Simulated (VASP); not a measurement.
```yaml
crystal:
  lattice:
    - [1.66627, -5.21092, 0.00000]
    - [1.66627, 5.21092, 0.00000]
    - [0.00000, 0.00000, 3.28241]
  atoms:
    - { symbol: Na, position: [0.34104, 0.65896, 0.25000] }
    - { symbol: Na, position: [0.65896, 0.34104, 0.75000] }
    - { symbol: H, position: [0.03207, 0.96793, 0.25000] }
    - { symbol: H, position: [0.96793, 0.03207, 0.75000] }
    - { symbol: O, position: [0.87392, 0.12608, 0.75000] }
    - { symbol: O, position: [0.12608, 0.87392, 0.25000] }
```

All values below come from LDA (Ceperley-Alder, Perdew-Zunger), VASP's LDA PAW potentials (set 64) (plane waves; VASP). Numerical set-up: 520 eV cut-off, 8×8×8 Γ-centred mesh, tetrahedra with Blöchl corrections, potentials Na_pv H O.

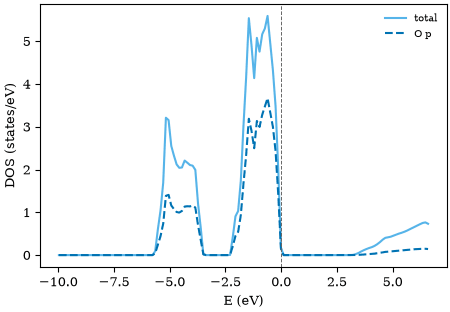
Figure. Total and projected density of states, zero at the valence-band maximum

Within 2 eV below the valence-band maximum the largest weight inside VASP's projection spheres is O p.

The gap is direct, 3.14 eV, from the valence maximum at Γ to the conduction minimum at Γ.

The structure comes from a computed database's NaHO entry (Cmcm); how it stands against other phases isn't given here. It was relaxed first, which changed the volume by -7 %.
